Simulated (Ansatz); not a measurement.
# Single-point calculation of Ta₂N₂

System: Ta₂N₂, multiplicity 3.
Method: UKS PBE0-D4/def2-TZVP (Ansatz 0.2.0).

The geometry comes from this level: r2SCAN-D4/def2-TZVP.

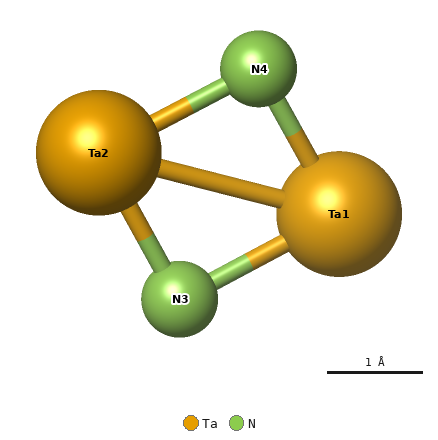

Figure 1. The structure (ball-and-stick view, seen at a tilt; atoms are numbered from 1 in the order of the input). Sticks mark near contacts. Bond lengths as drawn: N–Ta 1.83 to 1.93 Å and Ta–Ta 2.73 Å.

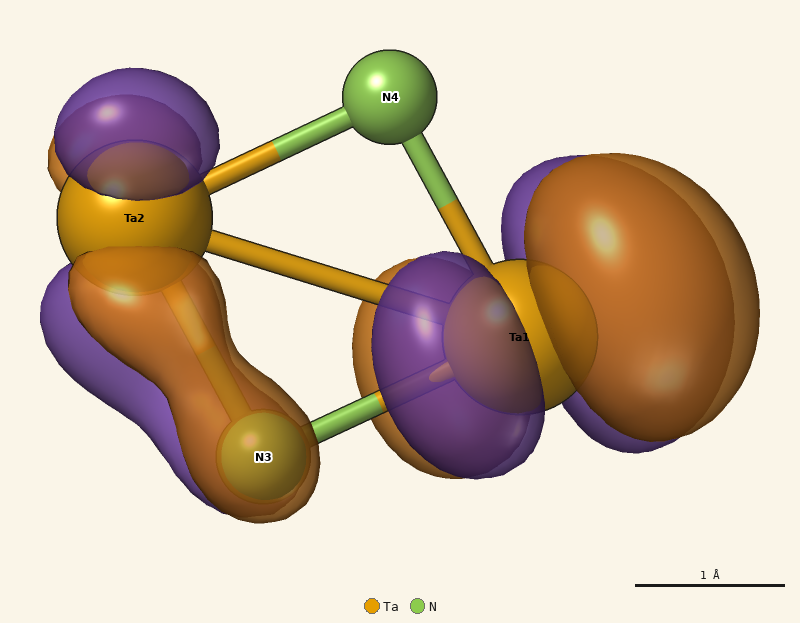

Figure 2. The HOMO (α) at ±0.15 Å⁻³ᐟ² (orange and purple are the two phases), seen face on. Its energy is −4.66 eV.

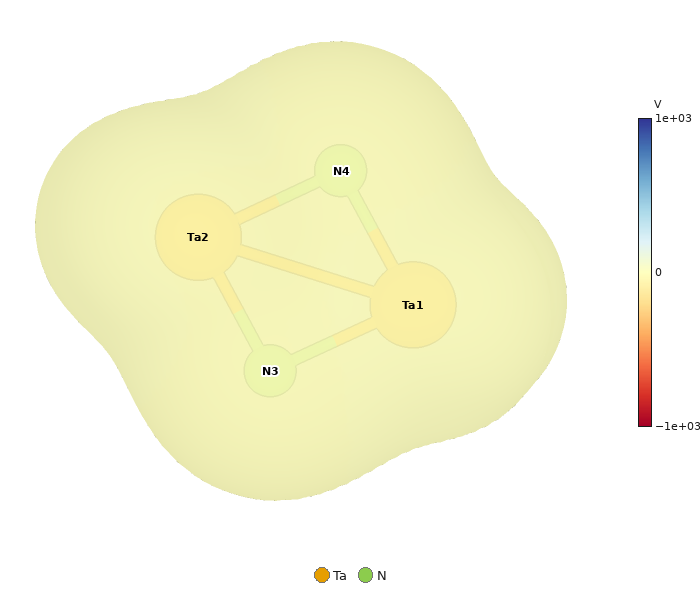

Figure 3. The electrostatic potential painted on the density surface at 0.004 e/bohr³, seen face on; red is negative and blue positive. A positive charge is drawn to the negative regions and a negative charge to the positive ones.

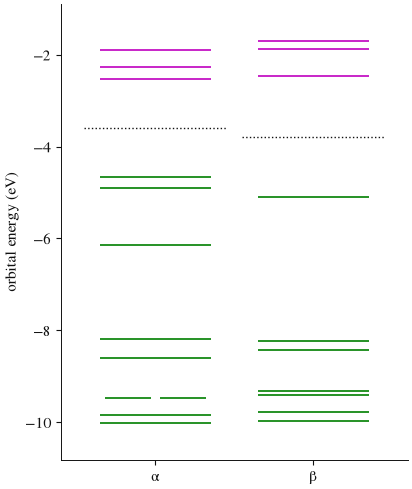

Figure 4. Orbital energies near the frontier for α and β spins; the dotted line parts filled from empty levels, and levels within 0.02 eV of each other stand side by side. α: highest filled −4.66 eV, lowest empty −2.52 eV, 2.14 eV apart; β: highest filled −5.10 eV, lowest empty −2.47 eV, 2.63 eV apart.

The input that produced these results follows, with the program's output.

## Input
```yaml
crystal:
  periodic: [false, false, false]
  atoms:
    - {symbol: Ta, position_ang: [1.371176, -0.015756, -0.041414]}
    - {symbol: Ta, position_ang: [-1.359795, 0.011606, 0.082312]}
    - {symbol: N, position_ang: [-0.043963, 1.287592, 0.074026]}
    - {symbol: N, position_ang: [0.032583, -1.283451, -0.114934]}
basis:
  gaussian: {orbitals: def2-TZVP, initial_orbitals: start.molden}
magnetization: {spin_polarized: true, initial_magnetization: 2}
hamiltonian: {xc: pbe0, dispersion: d4}
scf: {omitted_lower_state_checks: [starts]}
output: {orbitals: {seedname: orbitals}}
```

Launch command:
```bash
ansatz run in.yaml --threads 4 --pin off --events-out ev --progress --plain --max-ram 3916MiB
```

## The program's output
```
Functional definition: PBE0
  name "PBE0"
  cite "Adamo & Barone, J. Chem. Phys. 110, 6158 (1999) doi:10.1063/1.478522"
  cite "Perdew, Burke & Ernzerhof, Phys. Rev. Lett. 77, 3865 (1996) doi:10.1103/PhysRevLett.77.3865"
  parent pbe
  parameter a = 0.25
  parameter kappa = 0.804
  parameter beta = 0.06672455060314922
  exchange = (1 - a)*pbe_x(kappa = kappa, mu = beta*pi^2/3) + a*exact_x
  correlation = pbe_c(beta = beta)
these checks for a lower state are left out or cut short: starts
1126 factors; their error is unknown
mean field evaluation 1: about -6076.4541 eV, gradient 8.0e1 eV
mean field evaluation 2: about -6078.5349 eV, gradient 2.1e0 eV
mean field evaluation 4: about -6078.5908 eV, gradient 4.0e-1 eV
mean field evaluation 8: about -6078.6043 eV, gradient 2.1e-3 eV
mean field evaluation 16: about -6078.6043 eV, gradient 5.4e-6 eV
mean field -6078.60432372 eV, -223.3845886708 hartree, gradient 5.4e-6 eV, S^2 2.300804; 0 other end points of the search recorded, 0 dependent functions left out
reference -6078.60435256 eV, -223.3845897307 hartree; 21, 19 occupied and 121, 123 virtual orbitals, 1126 factors
Total energy: -6078.73127930 eV, -223.3892542021 hartree
Checks for a lower state left out: starts
```

## Summary

- outcome: converged
- total energy: −6078.7313 eV
- mean-field energy: −6078.6044 eV
- dispersion energy: −0.1269 eV
- ⟨S²⟩: 2.301
- SCF solution under orbital rotations: stable
- HOMO (either spin): −4.66 eV
- LUMO (either spin): −2.52 eV
- hardware: 4 threads of Arm Neoverse V2, 23 GiB of memory available, shared host
- wall time: 9 s (CPU time 34 s)
- peak memory: 0.56 GiB

⟨S²⟩ is 2.30 against 2.00 for a pure state: the solution is spin-contaminated.
